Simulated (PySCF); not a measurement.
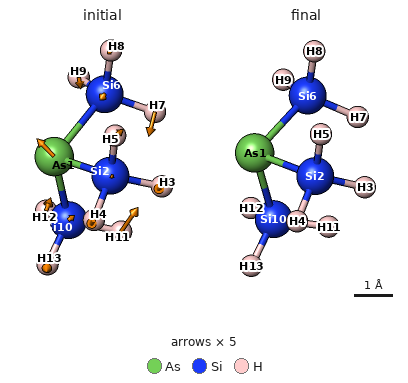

The structure of Si$_{3}$AsH$_{9}$ before (left) and after (right) a relaxation, at one scale. The orange arrows give the displacements, magnified 5 times.

Style: ball-and-stick. Shown from a free direction.

The start comes from GFN2-xTB. Its atoms were then displaced at random by about 0.03 Å.

All numbers below come from PBE0-D3(BJ)/def2-SVP geometry optimisation, gas phase in PySCF 2.14.0, density-fitted response routines. 

Summarise the run.

The largest move after the best rigid fit is that of H11, 0.19 Å. Largest moves by element: H 0.19 Å, As 0.14 Å, Si 0.06 Å. Some distances before and after: As1–Si2 2.261 → 2.367 Å, Si10–H13 1.390 → 1.494 Å, As1–Si10 2.290 → 2.366 Å, As1–Si6 2.430 → 2.366 Å. Bond angles that change, for instance: Si2–As1–Si10 100.3° → 94.3°, H4–Si2–H5 103.6° → 109.3°, As1–Si10–H12 112.2° → 108.4°. The energy falls by 34.9 kJ/mol in 6 geometry steps. The run took 2.1 min on 1 thread of AMD EPYC (shared host).
